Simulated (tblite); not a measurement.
**C$_{5}$H$_{8}$AlN: geometry relaxation (part 1 of 2)**

- system: C$_{5}$H$_{8}$AlN, SMILES [AlH3-][n+]1ccccc1
- method: GFN2-xTB geometry optimisation, gas phase (tblite 0.8.0)

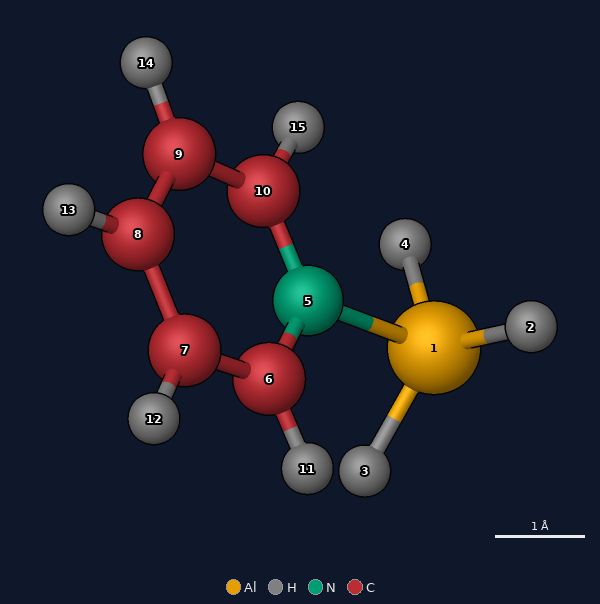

Figure 1. The starting structure (ball-and-stick view, seen at a tilt; atoms are numbered from 1 in the order of the input). Sticks mark near contacts. Bond lengths as drawn: Al–H 1.56 to 1.62 Å, Al–N 2.03 Å, C–C 1.38 to 1.40 Å, C–H 1.09 to 1.12 Å and C–N 1.32 to 1.33 Å.

## Results in brief

```json
{"quantity": "outcome", "value": "converged"}
{"quantity": "total energy", "value": "−511.4163 eV"}
{"quantity": "hardware", "value": "1 CPU thread, shared host"}
{"quantity": "wall time", "value": "0.95 s"}
{"quantity": "peak memory", "value": "0.46 GiB"}
```

## Input file
```
{"job": {"kind": "relax", "xc": "GFN2-xTB", "basis": "xTB"}, "charge": 0, "multiplicity": 1}
Al     0.021300    -0.003900    -0.016800
H      1.577300    -0.139400    -0.049000
H     -0.899300    -1.301000     0.012000
H     -0.658500     1.463100    -0.037800
N      0.083300    -0.211400     2.003200
C      0.166900    -1.412400     2.545300
C      0.238000    -1.607200     3.922700
C      0.211000    -0.489200     4.773100
C      0.113100     0.757800     4.186900
C      0.041500     0.849900     2.801500
H      0.198500    -2.270100     1.862600
H      0.303600    -2.631000     4.339000
H      0.232600    -0.609700     5.870900
H      0.078400     1.667500     4.789900
H     -0.031900     1.848000     2.308700
```

The first line tells a small driver script what to run in tblite; the rest is the geometry in Å.

Command:
```bash
OMP_NUM_THREADS=1 python <driver script> task.json out
```

## Log
```
step      E/eV     max force
  0    -511.13620    1.413
  1    -511.21919    1.174
  2    -511.29924    0.813
  3    -511.33916    0.455
  4    -511.35168    0.274
  5    -511.35969    0.237
  6    -511.37045    0.270
  7    -511.37681    0.303
  8    -511.38177    0.253
  9    -511.38617    0.165
 10    -511.39036    0.190
 11    -511.39396    0.125
 12    -511.39673    0.147
 13    -511.39889    0.113
 14    -511.40052    0.111
 15    -511.40160    0.070
 16    -511.40236    0.061
 17    -511.40293    0.052
 18    -511.40330    0.048
 19    -511.40356    0.038
 20    -511.40376    0.034
 21    -511.40391    0.029
 22    -511.40400    0.025
 23    -511.40408    0.025
 24    -511.40419    0.031
 25    -511.40433    0.036
 26    -511.40447    0.031
 27    -511.40457    0.022
 28    -511.40465    0.022
 29    -511.40473    0.027
 30    -511.40484    0.036
 31    -511.40494    0.032
 32    -511.40502    0.021
 33    -511.40507    0.022
 34    -511.40511    0.022
 35    -511.40515    0.021
 36    -511.40522    0.023
 37    -511.40532    0.031
 38    -511.40544    0.043
 39    -511.40557    0.051
 40    -511.40574    0.052
 41    -511.40597    0.049
 42    -511.40628    0.058
 43    -511.40661    0.047
 44    -511.40689    0.040
 45    -511.40711    0.044
 46    -511.40735    0.048
 47    -511.40770    0.058
 48    -511.40803    0.053
 49    -511.40821    0.034
 50    -511.40827    0.016
 51    -511.40830    0.013
 52    -511.40832    0.013
 53    -511.40835    0.018
 54    -511.40839    0.023
 55    -511.40844    0.028
 56    -511.40854    0.031
 57    -511.40868    0.036
 58    -511.40885    0.031
 59    -511.40898    0.024
 60    -511.40906    0.019
 61    -511.40912    0.019
 62    -511.40918    0.022
 63    -511.40928    0.025
 64    -511.40940    0.031
 65    -511.40952    0.028
 66    -511.40963    0.029
 67    -511.40973    0.026
 68    -511.40987    0.029
 69    -511.41011    0.046
 70    -511.41045    0.061
 71    -511.41087    0.054
 72    -511.41124    0.041
 73    -511.41152    0.033
 74    -511.41172    0.040
 75    -511.41202    0.038
 76    -511.41225    0.032
 77    -511.41244    0.028
 78    -511.41256    0.025
 79    -511.41267    0.029
 80    -511.41279    0.023
 81    -511.41288    0.020
 82    -511.41294    0.023
 83    -511.41302    0.022
 84    -511.41309    0.019
 85    -511.41315    0.018
 86    -511.41322    0.021
 87    -511.41332    0.025
 88    -511.41347    0.024
 89    -511.41367    0.022
 90    -511.41386    0.027
 91    -511.41404    0.031
 92    -511.41419    0.035
 93    -511.41430    0.035
 94    -511.41442    0.033
 95    -511.41458    0.034
 96    -511.41476    0.045
 97    -511.41502    0.047
 98    -511.41538    0.040
 99    -511.41569    0.037
100    -511.41585    0.035
101    -511.41596    0.030
102    -511.41608    0.018
103    -511.41617    0.016
104    -511.41621    0.015
105    -511.41625    0.013
106    -511.41627    0.014
107    -511.41629    0.014
108    -511.41630    0.012
109    -511.41631    0.010
```

## Trajectory as extended XYZ (Å, eV, eV/Å), 15 of the 110 frames kept, from step=0 to step=109
```
15
Properties=species:S:1:pos:R:3:forces:R:3 step=0 energy=-511.13620
Al    0.0213   -0.0039   -0.0168   -0.3310   0.0930   1.3710
H     1.5773   -0.1394   -0.0490    0.1310  -0.0010  -0.4550
H    -0.8993   -1.3010    0.0120    0.0060   0.0980  -0.6230
H    -0.6585    1.4631   -0.0378    0.1760  -0.3710  -0.3240
N     0.0833   -0.2114    2.0032   -0.1860   0.5380   0.2270
C     0.1669   -1.4124    2.5453    0.2220  -0.4710   0.5010
C     0.2380   -1.6072    3.9227    0.0050  -0.2090   0.3840
C     0.2110   -0.4892    4.7731   -0.0990  -0.7660   0.1200
C     0.1131    0.7578    4.1869   -0.0740   0.4860  -0.0200
C     0.0415    0.8499    2.8015    0.1280   0.5690  -0.2510
H     0.1985   -2.2701    1.8626   -0.0560   0.5350   0.1530
H     0.3036   -2.6310    4.3390   -0.0390   0.8160  -0.3430
H     0.2326   -0.6097    5.8709    0.0520   0.0740  -0.7980
H     0.0784    1.6675    4.7899    0.0180  -0.3570  -0.2130
H    -0.0319    1.8480    2.3087    0.0460  -1.0340   0.2710
15
Properties=species:S:1:pos:R:3:forces:R:3 step=8 energy=-511.38177
Al    0.0167   -0.0161    0.1112   -0.1240  -0.0040  -0.2200
H     1.5601   -0.1386   -0.1279    0.0930  -0.0450  -0.0650
H    -0.9037   -1.2804   -0.1189    0.0210  -0.0080  -0.1210
H    -0.6360    1.4060   -0.0802    0.0110  -0.0120   0.0270
N     0.0725   -0.2021    2.0551   -0.0230  -0.0170   0.0250
C     0.1749   -1.4144    2.5766    0.0110   0.0520   0.0610
C     0.2415   -1.6130    3.9432   -0.0250   0.0420   0.0200
C     0.1995   -0.4958    4.7719    0.0220   0.0230   0.0070
C     0.1119    0.7719    4.2071   -0.0220  -0.0660   0.0250
C     0.0471    0.8691    2.8278    0.0220  -0.0180   0.0870
H     0.1924   -2.2193    1.8486   -0.0090   0.0810   0.0910
H     0.3106   -2.6140    4.3455    0.0120   0.1110   0.0150
H     0.2374   -0.6132    5.8465    0.0000   0.0110  -0.0600
H     0.0820    1.6636    4.8163    0.0120  -0.0950   0.0080
H    -0.0314    1.8073    2.2895   -0.0010  -0.0550   0.1010
15
Properties=species:S:1:pos:R:3:forces:R:3 step=16 energy=-511.40236
Al    0.0148   -0.0326    0.0708   -0.0570   0.0070  -0.0200
H     1.5630   -0.1632   -0.1840    0.0020  -0.0340  -0.0050
H    -0.9016   -1.2871   -0.2294    0.0550   0.0220  -0.0040
H    -0.6346    1.3972   -0.0820    0.0190  -0.0230   0.0230
N     0.0640   -0.1917    2.0582   -0.0010  -0.0160   0.0590
C     0.1700   -1.3999    2.5891    0.0040  -0.0130   0.0160
C     0.2420   -1.6025    3.9558   -0.0130  -0.0020  -0.0090
C     0.2011   -0.4949    4.7914    0.0210   0.0160  -0.0130
C     0.1110    0.7685    4.2253   -0.0140   0.0010   0.0150
C     0.0438    0.8708    2.8463    0.0000   0.0180   0.0370
H     0.1878   -2.2064    1.8681   -0.0060  -0.0250   0.0040
H     0.3208   -2.5969    4.3655    0.0010  -0.0160  -0.0430
H     0.2420   -0.6146    5.8645    0.0050   0.0040  -0.0340
H     0.0865    1.6497    4.8470   -0.0020   0.0160  -0.0380
H    -0.0346    1.8148    2.3257   -0.0120   0.0450   0.0140
15
Properties=species:S:1:pos:R:3:forces:R:3 step=23 energy=-511.40408
Al    0.0136   -0.0341    0.0689   -0.0030  -0.0020   0.0010
H     1.5586   -0.1783   -0.1910    0.0170  -0.0130   0.0040
H    -0.8889   -1.2875   -0.2447    0.0000  -0.0100   0.0010
H    -0.6322    1.3951   -0.0743    0.0050   0.0030   0.0140
N     0.0612   -0.1887    2.0609   -0.0050   0.0010   0.0140
C     0.1680   -1.3977    2.5902   -0.0030  -0.0040  -0.0030
C     0.2417   -1.6021    3.9559    0.0000   0.0100  -0.0010
C     0.2041   -0.4941    4.7915    0.0020   0.0010   0.0080
C     0.1098    0.7702    4.2285    0.0010  -0.0080   0.0010
C     0.0409    0.8734    2.8503   -0.0050   0.0090   0.0040
H     0.1847   -2.2080    1.8734   -0.0060   0.0060  -0.0230
H     0.3218   -2.6004    4.3571   -0.0020   0.0190  -0.0070
H     0.2465   -0.6144    5.8635    0.0110  -0.0030   0.0090
H     0.0857    1.6557    4.8443   -0.0010  -0.0170  -0.0030
H    -0.0395    1.8221    2.3377   -0.0110   0.0080  -0.0180
15
Properties=species:S:1:pos:R:3:forces:R:3 step=31 energy=-511.40494
Al    0.0172   -0.0404    0.0719    0.0310  -0.0020  -0.0090
H     1.5653   -0.1989   -0.1870   -0.0220   0.0030   0.0130
H    -0.8815   -1.2953   -0.2482   -0.0110   0.0020   0.0010
H    -0.6231    1.3942   -0.0564    0.0090  -0.0090  -0.0110
N     0.0530   -0.1824    2.0614    0.0000   0.0060   0.0050
C     0.1630   -1.3925    2.5861   -0.0090  -0.0060   0.0070
C     0.2414   -1.5995    3.9511    0.0120  -0.0040   0.0060
C     0.2095   -0.4932    4.7895   -0.0100  -0.0130   0.0020
C     0.1081    0.7720    4.2298    0.0090   0.0010  -0.0030
C     0.0329    0.8786    2.8520   -0.0120   0.0120  -0.0020
H     0.1764   -2.1983    1.8635    0.0000  -0.0020  -0.0010
H     0.3227   -2.5983    4.3509    0.0010   0.0180  -0.0110
H     0.2600   -0.6163    5.8613    0.0060   0.0010  -0.0090
H     0.0850    1.6549    4.8487    0.0010  -0.0050  -0.0030
H    -0.0540    1.8265    2.3376   -0.0050  -0.0040   0.0120
15
Properties=species:S:1:pos:R:3:forces:R:3 step=39 energy=-511.40557
Al    0.0233   -0.0503    0.0723    0.0170   0.0080   0.0010
H     1.5705   -0.2161   -0.1695    0.0060  -0.0180   0.0070
H    -0.8855   -1.2952   -0.2494   -0.0100  -0.0200  -0.0050
H    -0.6006    1.3849   -0.0628   -0.0160   0.0410  -0.0260
N     0.0391   -0.1747    2.0613    0.0010   0.0070   0.0060
C     0.1558   -1.3858    2.5816   -0.0030  -0.0070   0.0110
C     0.2438   -1.5964    3.9452    0.0040  -0.0190   0.0120
C     0.2148   -0.4936    4.7879    0.0120  -0.0140  -0.0020
C     0.1066    0.7721    4.2319   -0.0010   0.0130   0.0030
C     0.0199    0.8836    2.8554   -0.0090   0.0140  -0.0010
H     0.1681   -2.1896    1.8566    0.0000   0.0020   0.0000
H     0.3300   -2.5956    4.3413    0.0050  -0.0060  -0.0050
H     0.2781   -0.6191    5.8587   -0.0040  -0.0030  -0.0100
H     0.0865    1.6523    4.8537   -0.0010   0.0180   0.0080
H    -0.0746    1.8346    2.3480    0.0000  -0.0150   0.0000
15
Properties=species:S:1:pos:R:3:forces:R:3 step=47 energy=-511.40770
Al    0.0368   -0.0668    0.0721   -0.0040  -0.0080   0.0280
H     1.5904   -0.2953   -0.0964   -0.0280  -0.0150   0.0060
H    -0.8989   -1.2976   -0.2520    0.0170   0.0220   0.0010
H    -0.5316    1.3856   -0.1293    0.0020   0.0080  -0.0060
N    -0.0102   -0.1512    2.0683   -0.0120   0.0230  -0.0520
C     0.1330   -1.3659    2.5722    0.0160   0.0000  -0.0090
C     0.2575   -1.5907    3.9298   -0.0150  -0.0250   0.0080
C     0.2384   -0.4960    4.7835    0.0310  -0.0370   0.0140
C     0.1014    0.7742    4.2454   -0.0230   0.0170  -0.0180
C    -0.0260    0.8989    2.8732    0.0070   0.0210  -0.0450
H     0.1410   -2.1595    1.8360    0.0020  -0.0110  -0.0060
H     0.3632   -2.5952    4.3084    0.0090   0.0170   0.0180
H     0.3365   -0.6327    5.8495   -0.0060   0.0010   0.0210
H     0.0898    1.6494    4.8738   -0.0030   0.0130   0.0300
H    -0.1456    1.8538    2.3779    0.0060  -0.0270   0.0120
15
Properties=species:S:1:pos:R:3:forces:R:3 step=54 energy=-511.40839
Al    0.0393   -0.0697    0.0750   -0.0120   0.0010   0.0010
H     1.5884   -0.3271   -0.0694    0.0060  -0.0070   0.0010
H    -0.9009   -1.2926   -0.2526   -0.0100   0.0070  -0.0030
H    -0.5073    1.3879   -0.1517    0.0080   0.0000   0.0070
N    -0.0249   -0.1440    2.0679   -0.0030  -0.0010  -0.0060
C     0.1275   -1.3600    2.5674    0.0070   0.0000   0.0000
C     0.2618   -1.5890    3.9238    0.0150  -0.0030   0.0010
C     0.2488   -0.4971    4.7811   -0.0230  -0.0020   0.0020
C     0.0972    0.7741    4.2480    0.0050   0.0060  -0.0030
C    -0.0398    0.9033    2.8766    0.0050   0.0000  -0.0060
H     0.1338   -2.1515    1.8282    0.0020  -0.0010   0.0010
H     0.3775   -2.5919    4.3022    0.0040  -0.0070   0.0000
H     0.3531   -0.6359    5.8467    0.0040   0.0000   0.0010
H     0.0879    1.6457    4.8826   -0.0080   0.0080   0.0030
H    -0.1667    1.8589    2.3864    0.0010  -0.0020   0.0000
```
